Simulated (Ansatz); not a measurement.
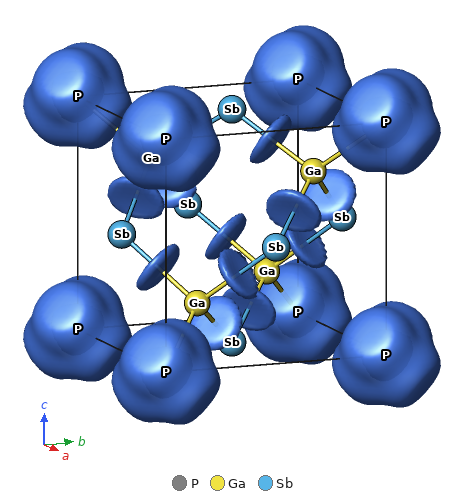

The picture shows: Ga$_{4}$Sb$_{3}$P. Isosurface of the ELF at 0.65 (blue), seen slightly off an axis. Only the valence region is drawn (cores and ρ < 0.01 e/Å³ removed). Sticks mark near contacts.

Space group P-43m; started from the ordered alloy on zincblende lattice prototype, which need not be the ambient phase.

These are results of DFT, r2SCAN, plane waves, PAW (Ansatz), not measurements.

Core electrons are frozen (PAW), and the valence fields are smoothed inside the atomic spheres.

**What do the ELF domains correspond to?**

The ELF exceeds this value in twelve regions between bonded Ga–Sb atoms (shared pairs) and one region on P in which the atom's valence shell and bonds are merged, counted in one cell of 8 atoms. Regions shared between cells count once. Along the contacts the grid gives the following. Ga–P (2.44 Å): the ELF peaks at about 0.90 in the valence shell of P, 0.9 Å from its nucleus, and is about 0.80 at the midpoint. Ga–Sb (2.63 Å): the ELF peaks at about 0.75 between the atoms.
